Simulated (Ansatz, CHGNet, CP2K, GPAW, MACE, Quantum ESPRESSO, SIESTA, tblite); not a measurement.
# Running random packing of 64Li2S-20P2S5-16LiCl (mol %) (91 atoms) with CP2K

Wanted: CP2K inputs and outputs for random packing of 64Li2S-20P2S5-16LiCl (mol %) (91 atoms), checked against a plane-wave reference.

Program: CP2K 2026.2. Level of theory: the method is named at each step. Results are calculated unless marked as measured.

## (1) The starting structure

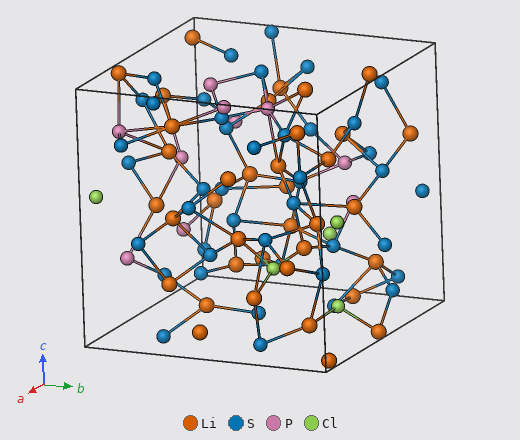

The starting structure, seen slightly off an axis (lithium orange, sulfur blue, phosphorus pink, chlorine green). Bonds to atoms that aren't drawn are left out. Some periodic images of atoms are drawn too.

The cell holds 91 atoms: 36 Li, 41 S, 10 P and 4 Cl. Cell: a = 12.227 Å, b = 12.227 Å, c = 12.227 Å, α = 90.0°, β = 90.0°, γ = 90.0°. 91 atoms (36 Li, 41 S, 10 P, 4 Cl) packed at random in a cube at 1.83 g/cm³ and pushed apart as soft spheres, cations and anions kept from their own kind; a start for melting by ab initio MD, not an equilibrated structure. Then every atom was moved at random, 0.03 Å r.m.s. a Cartesian component.

The yardstick, on the same geometry:

```
method                 : Kohn-Sham DFT, PBE, SSSP efficiency 1.3.0 pseudopotentials, plane waves (Quantum ESPRESSO 7.5); sssp-pbe-1.3.0-efficiency, cutoffs 45/360 Ry, Γ point
r.m.s. force component : 0.6083 eV/Å
longest force          : 3.37 eV/Å
pressure               : -1.242 GPa
time                   : 8.1 min on 4 MPI ranks of Arm Neoverse V2, shared host
CPU time               : 32 min
```

## (2) PBE, DZVP-MOLOPT-SR, 600/50 Ry, diagonalisation

Method: Kohn-Sham DFT, PBE, GTH-PBE pseudopotentials, Gaussian and plane waves, DZVP-MOLOPT-SR-GTH, diagonalisation.

input.inp

```
&GLOBAL
  PROJECT cell
  RUN_TYPE ENERGY_FORCE
  PRINT_LEVEL LOW
&END GLOBAL
&FORCE_EVAL
  METHOD QS
  STRESS_TENSOR ANALYTICAL
  &DFT
    BASIS_SET_FILE_NAME BASIS_MOLOPT
    POTENTIAL_FILE_NAME GTH_POTENTIALS
    &MGRID
      CUTOFF 600
      REL_CUTOFF 50
      NGRIDS 5
    &END MGRID
    &QS
      EPS_DEFAULT 1.0E-12
    &END QS
    &SCF
      SCF_GUESS ATOMIC
      EPS_SCF 1.0E-06
      MAX_SCF 200
      ADDED_MOS 14
      &DIAGONALIZATION
        ALGORITHM STANDARD
      &END DIAGONALIZATION
      &SMEAR ON
        METHOD FERMI_DIRAC
        ELECTRONIC_TEMPERATURE [K] 580
      &END SMEAR
      &MIXING
        METHOD BROYDEN_MIXING
        ALPHA 0.3
        NBROYDEN 8
      &END MIXING
      &PRINT
        &RESTART OFF
        &END RESTART
      &END PRINT
    &END SCF
    &XC
      &XC_FUNCTIONAL PBE
      &END XC_FUNCTIONAL
    &END XC
    &PRINT
      &MULLIKEN ON
      &END MULLIKEN
      &LOWDIN ON
      &END LOWDIN
      &HIRSHFELD ON
      &END HIRSHFELD
      &MO ON
        EIGENVALUES T
        OCCUPATION_NUMBERS T
        MO_INDEX_RANGE 205 228
        &EACH
          QS_SCF 0
        &END EACH
        ADD_LAST NUMERIC
      &END MO
    &END PRINT
  &END DFT
  &SUBSYS
    &CELL
      A 12.22750 0.00000 0.00000
      B 0.00000 12.22750 0.00000
      C 0.00000 0.00000 12.22750
    &END CELL
    &COORD
      SCALED
      Li 0.18580 0.81409 0.18420
      Li 0.13986 0.95424 0.68292
      Li 0.27735 0.74131 0.69892
      Li 0.82721 0.82871 0.86335
      Li 0.78976 0.28047 0.46842
      Li 0.57049 0.73886 0.95148
      Li 0.52553 0.68844 0.31992
      Li 0.84926 0.28506 0.22991
      Li 0.48846 0.57453 0.61701
      Li 0.03232 0.07548 0.30735
      Li 0.15802 0.32965 0.14183
      Li 0.41733 0.34923 0.19237
      Li 0.29707 0.44820 0.80296
      Li 0.09151 0.66595 0.01042
      Li 0.75773 0.81629 0.09706
      Li 0.32163 0.53562 0.33395
      Li 0.80875 0.29952 0.83246
      Li 0.84434 0.54308 0.66127
      Li 0.18936 0.08648 0.98329
      Li 0.97858 0.84317 0.38257
      Li 0.35063 0.38613 0.52825
      Li 0.57933 0.82986 0.69252
      Li 0.78280 0.54558 0.41250
      Li 0.59769 0.11660 0.45020
      Li 0.64628 0.33558 0.09688
      Li 0.93639 0.98267 0.02608
      Li 0.64553 0.20161 0.67966
      Li 0.69813 0.83312 0.47553
      Li 0.45680 0.95232 0.00201
      Li 0.06170 0.38012 0.78147
      Li 0.44937 0.86582 0.47574
      Li 0.69311 0.02709 0.97954
      Li 0.11768 0.42129 0.42041
      Li 0.34956 0.03500 0.79796
      Li 0.90382 0.66357 0.22741
      Li 0.96127 0.46174 0.09156
      S 0.94726 0.15357 0.78217
      S 0.32133 0.70740 0.27343
      S 0.59603 0.00641 0.60334
      S 0.09328 0.97211 0.44920
      S 0.76841 0.88462 0.30504
      S 0.78996 0.81523 0.67962
      S 0.99681 0.31952 0.97535
      S 0.61979 0.15142 0.18916
      S 0.95608 0.21500 0.40887
      S 0.30553 0.94035 0.11998
      S 0.99077 0.72934 0.84197
      S 0.19028 0.12584 0.74787
      S 0.32204 0.58035 0.51046
      S 0.07900 0.04894 0.12698
      S 0.30259 0.91370 0.57950
      S 0.62940 0.33070 0.54212
      S 0.42429 0.86569 0.79349
      S 0.61615 0.41066 0.82256
      S 0.90112 0.40287 0.55106
      S 0.76920 0.21297 0.99817
[... 31 atom lines left out ...]
      Cl 0.52918 0.82283 0.10832
      Cl 0.86917 0.00316 0.54602
      Cl 0.05244 0.55978 0.23107
      Cl 0.69353 0.64211 0.28232
    &END COORD
    &KIND Li
      BASIS_SET DZVP-MOLOPT-SR-GTH-q3
      POTENTIAL GTH-PBE-q3
    &END KIND
    &KIND S
      BASIS_SET DZVP-MOLOPT-SR-GTH-q6
      POTENTIAL GTH-PBE-q6
    &END KIND
    &KIND P
      BASIS_SET DZVP-MOLOPT-SR-GTH-q5
      POTENTIAL GTH-PBE-q5
    &END KIND
    &KIND Cl
      BASIS_SET DZVP-MOLOPT-SR-GTH-q7
      POTENTIAL GTH-PBE-q7
    &END KIND
  &END SUBSYS
  &PRINT
    &FORCES ON
    &END FORCES
    &STRESS_TENSOR ON
    &END STRESS_TENSOR
  &END PRINT
&END FORCE_EVAL
```

On the command line:

```console
> OMP_NUM_THREADS=1 mpirun -np 4 cp2k.psmp -i input.inp > output.txt
```

Numbers of over 12 decimals in the logs are rounded to 6 here.

What it wrote:

```text
CP2K| version string:                                       CP2K version 2026.2
 CP2K| Input file name                                                 input.inp
 GLOBAL| Basis set file name                                        BASIS_MOLOPT
 GLOBAL| Potential file name                                      GTH_POTENTIALS
 GLOBAL| Run type                                                   ENERGY_FORCE
 GLOBAL| Total number of message passing processes                             4
 GLOBAL| Number of threads for this process                                    1
 TOTAL NUMBERS AND MAXIMUM NUMBERS
  Total number of            - Atomic kinds:                                   4
                             - Atoms:                                         91
                             - Shell sets:                                    91
                             - Shells:                                       419
                             - Primitive Cartesian functions:                400
                             - Cartesian basis functions:                    986
                             - Spherical basis functions:                    931
  Maximum angular momentum of- Orbital basis functions:                        2
                             - Local part of the GTH pseudopotential:          6
                             - Non-local part of the GTH pseudopotential:      2
 SCF PARAMETERS         Density guess:                                    ATOMIC
                        max_scf:                                             200
                        eps_scf:                                        1.00E-06
                        added MOs                                        14    0
                        Mixing method:                            BROYDEN_MIXING
                                                charge density mixing in g-space
                        Smear method:                                FERMI_DIRAC
                        Electronic temperature [K]:                        580.0
                        Electronic temperature [a.u.]:                  1.84E-03
                        Accuracy threshold:                             1.00E-10
 Extrapolation method: initial_guess
 Number of electrons:                                                        432
 Number of occupied orbitals:                                                216
 Number of molecular orbitals:                                               230
 Number of orbital functions:                                                931
 Number of independent orbital functions:                                    931
 SCF WAVEFUNCTION OPTIMIZATION
  Step     Update method      Time    Convergence         Total energy    Change
 *** the last MO => Add more MOs for proper smearing.                   ***
     1 NoMix/Diag. 0.30E+00    3.2     0.83310824      -816.1732952049 -8.16E+02
 *** the last MO => Add more MOs for proper smearing.                   ***
     2 Broy./Diag. 0.30E+00    4.1     0.77179294      -806.6574676008  9.52E+00
 *** the last MO => Add more MOs for proper smearing.                   ***
     3 Broy./Diag. 0.30E+00    4.1     0.64937158      -812.7275470078 -6.07E+00
[...]
4 Broy./Diag. 0.30E+00    4.0     0.53308186      -813.3965176519 -6.69E-01
[...]
*** the last MO => Add more MOs for proper smearing.                   ***
    36 Broy./Diag. 0.30E+00    4.1     0.00000114      -814.0444723360  1.47E-06
 *** the last MO => Add more MOs for proper smearing.                   ***
    37 Broy./Diag. 0.30E+00    4.2     0.00000081      -814.0444707199  1.62E-06
  *** SCF run converged in    37 steps ***
  Electronic density on regular grids:       -432.0000000000        0.0000000000
  Core density on regular grids:              431.9999999994       -0.0000000006
  Total charge density on r-space grids:       -0.0000000006
  Total charge density g-space grids:          -0.0000000006
  Overlap energy of the core charge distribution:               9.52626e-09
  Self energy of the core charge distribution:              -1518.722149
  Core Hamiltonian energy:                                    298.807843
  Hartree energy:                                             592.046874
  Exchange-correlation energy:                               -186.158658
  Electronic entropic energy:                                  -0.018381
  Fermi energy:                                                 0.084236
  Total energy:                                              -814.044471
  Total energy (extrapolated to T->0):                       -814.035280
 MO| EIGENVALUES AND OCCUPATION NUMBERS
 MO|
 MO|  Index      Eigenvalue [a.u.]        Eigenvalue [eV]             Occupation
 MO|    205               0.070263               1.911951               1.999007
 MO|    206               0.070832               1.927449               1.998646
 MO|    207               0.071602               1.948403               1.997942
[...]
MO|    227               0.099000               2.693918               0.000646
 MO|    228               0.101379               2.758652               0.000177
 MO| Sum:                                                             432.000000
 MO| E(Fermi):            0.084236 a.u.          2.292172 eV
 !-----------------------------------------------------------------------------!
                     Mulliken Population Analysis
 #  Atom  Element  Kind  Atomic population                           Net charge
       1     Li       1          2.832837                              0.167163
       2     Li       1          2.713358                              0.286642
       3     Li       1          2.653932                              0.346068
[...]
# Total charge                            432.000000                 -0.000000
 !-----------------------------------------------------------------------------!
 !-----------------------------------------------------------------------------!
                           Hirshfeld Charges
  #Atom  Element  Kind  Ref Charge     Population                    Net charge
      1       Li     1       3.000          3.305                        -0.305
      2       Li     1       3.000          3.194                        -0.194
      3       Li     1       3.000          3.032                        -0.032
[...]
90       Cl     4       7.000          7.022                        -0.022
     91       Cl     4       7.000          6.921                         0.079
  Total Charge                                                           -0.000
 !-----------------------------------------------------------------------------!
 LOWDIN POPULATION ANALYSIS
 #  Atom  Element  Kind  Atomic population                           Net charge
[...]
90     Cl       4          7.065973                             -0.065973
      91     Cl       4          6.981366                              0.018634
 # Total charge                            432.000000                 -0.000000
 ENERGY| Total FORCE_EVAL ( QS ) energy [hartree]           -814.044469
 FORCES| Atomic forces [hartree/bohr]
 FORCES|   Atom     x               y               z               |f|
 FORCES|      1 -5.44903211E-03 -7.44754410E-03 -7.32293243E-03   1.17806283E-02
 FORCES|      2 -8.64594047E-03 -9.15326642E-03 -4.40579160E-03   1.33396241E-02
 FORCES|      3 -3.34881906E-03  1.79467927E-03  1.14037960E-03   3.96685372E-03
[...]
FORCES|     90 -1.02232578E-02 -8.82038010E-03 -1.31034529E-03   1.35658067E-02
 FORCES|     91  6.69648487E-03  1.24416642E-03 -2.38779179E-02   2.48303408E-02
 FORCES| Sum     6.97600979E-08 -9.33162982E-07 -1.66997856E-05
 FORCES| Total atomic force                                       1.67259827E-05
 STRESS| Analytical stress tensor [bar]
 STRESS|                        x                   y                   z
 STRESS|      x       -6.46678954280E+03   9.02504956655E+03  -5.86523177307E+03
 STRESS|      y        9.02504956655E+03  -1.22640947649E+04   5.95312420713E+03
 STRESS|      z       -5.86523177307E+03   5.95312420713E+03  -1.09276049799E+04
 STRESS| 1/3 Trace                                            -9.88616309586E+03
```

Run time: 2.7 min. Hardware: 4 MPI ranks of Arm Neoverse V2, shared host; peak memory 6.2 GiB.

Banners, paths, timers and routine set-up lines are dropped from the logs unmarked, and long logs keep their key lines alone; longer cuts are marked.

Compared with the plane-wave run:

| Property | Result |
| --- | --- |
| r.m.s. force component | 0.6137 eV/Å |
| r.m.s. difference of force components | 36.46 meV/Å |
| longest difference of force vectors | 168.6 meV/Å |
| force difference over r.m.s. force | 5.993 % |
| slope of forces against the reference's | 1.007 |
| correlation of force components | 0.9983 |
| pressure | -0.9886 GPa |
| pressure difference | 0.2534 GPa |

Length of the force difference by element (eV/Å):

```tsv
element	atoms	mean	most
Cl	4	0.070	0.12
Li	36	0.047	0.090
P	10	0.097	0.17
S	41	0.054	0.11
```

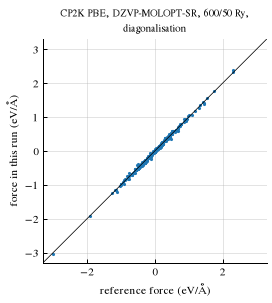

Force components against those of the reference; the line marks equality.

Local excerpt of 9 atoms (numbers count through the whole input) about Li24, picked at random; x, y, z are measured from there.

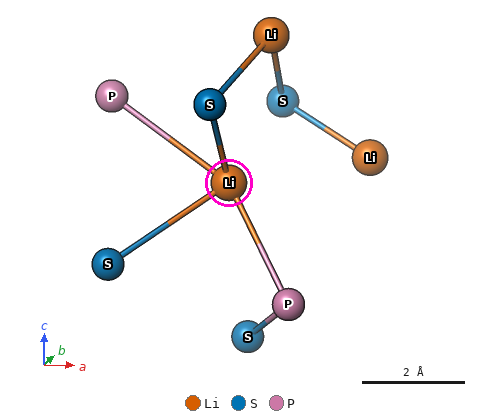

The atoms of the table, within 3.2 Å (arrows a, b, c point along x, y, z); some may hide others; the central atom is ringed.

```tsv
atom	x	y	z	distance (Å)	Mulliken charge (e)	Fx	Fy	Fz (eV/Å)
Li24	0.00	0.00	0.00	0.00	0.30	-0.21	0.30	-0.35
S39	-0.02	-1.35	1.87	2.31	-0.26	-0.97	0.60	-0.56
P85	1.46	-0.84	-2.20	2.77	-0.15	1.02	0.71	1.76
S52	0.39	2.62	1.12	2.88	-0.23	-0.45	0.23	-0.52
P84	-2.44	0.12	1.59	2.91	0.11	-0.17	-0.64	-0.17
S66	-2.02	-1.69	-1.41	2.98	-0.14	-1.16	1.19	-0.69
Li27	0.58	1.04	2.81	3.05	0.28	-0.47	-0.80	0.10
Li5	2.35	2.00	0.22	3.10	0.05	0.00	-0.44	-0.30
S44	0.27	0.43	-3.19	3.23	0.10	-0.35	-1.02	-0.54
```

Forces lie 6.0 % from the reference's, at 0.33 times its CPU time.

## (3) PBE, SZV-MOLOPT-SR, 600/50 Ry, diagonalisation

Method: Kohn-Sham DFT, PBE, GTH-PBE pseudopotentials, Gaussian and plane waves, SZV-MOLOPT-SR-GTH, diagonalisation.

input.inp: that of step 2 with these lines changed.

```diff
@@ -50,4 +50,2 @@
       &END LOWDIN
-      &HIRSHFELD ON
-      &END HIRSHFELD
       &MO ON
@@ -70,7 +68,30 @@
     &COORD
-      SCALED
-[... 91 atom lines left out: the same atoms as in the first run ...]
+      Li 2.27187 9.95429 2.25231
+      Li 1.71014 11.66797 8.35040
+      Li 3.39130 9.06437 8.54604
+      Li 10.11471 10.13305 10.55661
+      Li 9.65679 3.42945 5.72761
+      Li 6.97567 9.03441 11.63422
+      Li 6.42592 8.41790 3.91182
+      Li 10.38433 3.48557 2.81122
+      Li 5.97264 7.02507 7.54449
+      Li 0.39519 0.92293 3.75812
+      Li 1.93219 4.03080 1.73423
+      Li 5.10290 4.27021 2.35220
+      Li 3.63242 5.48037 9.81819
+      Li 1.11894 8.14290 0.12741
+      Li 9.26514 9.98119 1.18680
+      Li 3.93273 6.54929 4.08337
+      Li 9.88899 3.66238 10.17890
+      Li 10.32417 6.64051 8.08568
+      Li 2.31540 1.05743 12.02318
+      Li 11.96559 10.30986 4.67787
+[... 67 atom lines left out ...]
+      Cl 6.47055 10.06115 1.32448
+      Cl 10.62778 0.03864 6.67646
+      Cl 0.64121 6.84471 2.82541
+      Cl 8.48014 7.85140 3.45207
     &END COORD
     &KIND Li
-      BASIS_SET DZVP-MOLOPT-SR-GTH-q3
+      BASIS_SET SZV-MOLOPT-SR-GTH-q3
       POTENTIAL GTH-PBE-q3
@@ -78,3 +99,3 @@
     &KIND S
-      BASIS_SET DZVP-MOLOPT-SR-GTH-q6
+      BASIS_SET SZV-MOLOPT-SR-GTH-q6
       POTENTIAL GTH-PBE-q6
@@ -82,3 +103,3 @@
     &KIND P
-      BASIS_SET DZVP-MOLOPT-SR-GTH-q5
+      BASIS_SET SZV-MOLOPT-SR-GTH-q5
       POTENTIAL GTH-PBE-q5
@@ -86,3 +107,3 @@
     &KIND Cl
-      BASIS_SET DZVP-MOLOPT-SR-GTH-q7
+      BASIS_SET SZV-MOLOPT-SR-GTH-q7
       POTENTIAL GTH-PBE-q7
```

On the command line:

```console
> OMP_NUM_THREADS=2 cp2k.psmp -i input.inp > output.txt
```

What it wrote:

```text
CP2K| version string:                                       CP2K version 2026.2
 CP2K| Input file name                                                 input.inp
 GLOBAL| Basis set file name                                        BASIS_MOLOPT
 GLOBAL| Potential file name                                      GTH_POTENTIALS
 GLOBAL| Run type                                                   ENERGY_FORCE
 GLOBAL| Total number of message passing processes                             1
 GLOBAL| Number of threads for this process                                    2
[... lines left out ...]
                        Smear method:                                FERMI_DIRAC
[... lines left out ...]
 Number of electrons:                                                        432
[... lines left out ...]
  Step     Update method      Time    Convergence         Total energy    Change
[... lines left out ...]
  *** SCF run converged in    55 steps ***
[... lines left out ...]
  Fermi energy:                                                 0.194020
  Total energy:                                              -804.599122
  Total energy (extrapolated to T->0):                       -804.588890
[... lines left out ...]
 MO| E(Fermi):            0.194020 a.u.          5.279563 eV
[... lines left out ...]
      90     Cl       4          7.556636                             -0.556636
      91     Cl       4          7.506523                             -0.506523
 # Total charge                            432.000000                 -0.000000
 ENERGY| Total FORCE_EVAL ( QS ) energy [hartree]           -804.599121
 FORCES| Atomic forces [hartree/bohr]
 FORCES|   Atom     x               y               z               |f|
 FORCES|      1 -8.58519227E-03 -6.17797507E-03 -6.53901087E-03   1.24350941E-02
 FORCES|      2 -1.19628276E-02 -1.16208823E-02 -5.53930263E-03   1.75737880E-02
 FORCES|      3 -1.33566269E-03 -5.55339440E-03  5.05211834E-03   7.62548909E-03
[...]
FORCES|     90 -5.71972671E-03 -9.34112980E-03 -2.37687818E-03   1.12081011E-02
 FORCES|     91  4.79612391E-03  4.21113864E-04 -3.26369386E-02   3.29901486E-02
 FORCES| Sum     9.21598633E-06 -1.32008768E-05 -1.80797651E-05
 FORCES| Total atomic force                                       2.42089954E-05
 STRESS| Analytical stress tensor [bar]
 STRESS|                        x                   y                   z
 STRESS|      x        5.03452976652E+04   8.82154124955E+03  -7.18724636810E+03
 STRESS|      y        8.82154124955E+03   4.71346976155E+04   2.90857238309E+03
 STRESS|      z       -7.18724636810E+03   2.90857238309E+03   3.75900485625E+04
 STRESS| 1/3 Trace                                             4.50233479478E+04
```

Run time: 5.4 min. Hardware: 2 threads; peak memory 4.8 GiB.

Against the reference:

```
r.m.s. force component                  : 0.9909 eV/Å
r.m.s. difference of force components   : 744.6 meV/Å
longest difference of force vectors     : 4500 meV/Å
force difference over r.m.s. force      : 122.4 %
slope of forces against the reference's : 1.077
correlation of force components         : 0.6614
pressure                                : 4.502 GPa
pressure difference                     : 5.744 GPa
```

This is a coarse setting, run to see what it loses.

Against the first run (6.0 %), the force difference from the reference is 122 %, at 0.86 times the CPU time (on 2 against 4 cores) (55 SCF steps against 37), with 292 basis functions against 931: the smaller basis costs accuracy.

(Continued in part 2 of 2.)

[Also dropped from logs without a mark: logging warnings of Python, and SIESTA's first energy breakdown and zero terms.]

[Logs are printed without paths, hosts, clocks, repeated set-up lines and the standing remarks that a program may print on its own settings, such as how far it seeks lower states.]

[Hosts, paths, dates, database ids (printed as entryN), source tags and the programs' standing remarks are cut or masked in the printed files.]
